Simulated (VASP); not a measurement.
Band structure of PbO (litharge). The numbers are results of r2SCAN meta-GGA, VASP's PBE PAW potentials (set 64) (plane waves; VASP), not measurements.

Unless said otherwise, spin-orbit coupling is left out, though it shifts the bands of the heavy elements here.

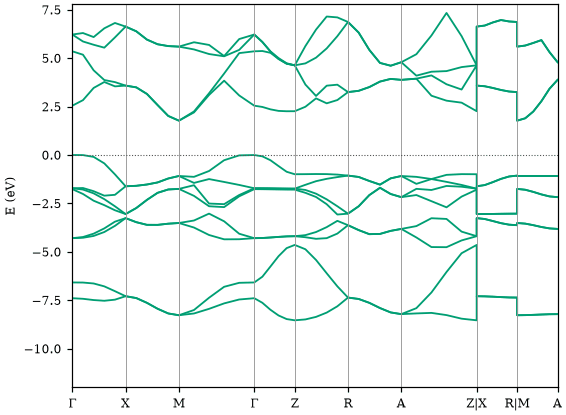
Bands along high-symmetry lines, zero at the valence-band maximum or, without a gap, the Fermi level

Read the plot: is there a gap, and where are the band edges?

The gap is indirect, 1.77 eV, from the valence maximum at Γ to the conduction minimum at M.

The compound is PbO in the litharge structure. It was relaxed first, which changed the volume by +6 %.
